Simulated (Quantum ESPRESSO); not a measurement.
# Carrying a functional's shift from two faces of Na to a third

How the rows were computed: Quantum ESPRESSO 7.5 (pw.x, pp.x), GBRV ultrasoft files, cold smearing of 0.02 Ry; slabs at the tabulated lattice constant, relaxed under PBE by Ansatz 0.2.0; both functionals on the same atoms. Work functions in eV.

```tsv
face	area an atom (Å²)	PBE	PBEsol
(110)	12.65	2.785	2.806
(100)	17.89	2.570	2.584
(111)	30.99	2.580	withheld
```

To predict: What does PBEsol give for (111)?

**Worked estimate.** The shifts from PBE are 2.806 − 2.785 = +0.021 eV and 2.584 − 2.570 = +0.014 eV, +0.018 eV in the mean. A rigid shift gives 2.580 + (+0.018) = 2.598 eV.

What the calculation gave: 2.592 eV; the estimate misses by +0.006 eV. The shift is rigid within 0.03 eV, so differences between faces carry over.

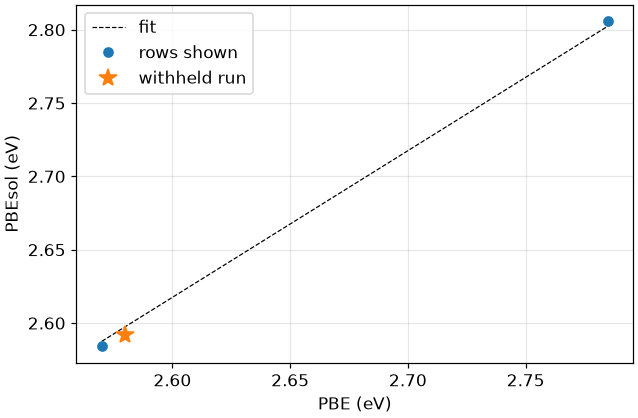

The rows shown, the fit and the withheld run.

Caveats: Thin, unreconstructed slabs; thickness and mesh leave some 0.05 to 0.1 eV open, which largely cancels in the shift.

[Logs are printed without paths, hosts, clocks, repeated set-up lines and the standing remarks that a program may print on its own settings, such as how far it seeks lower states.]
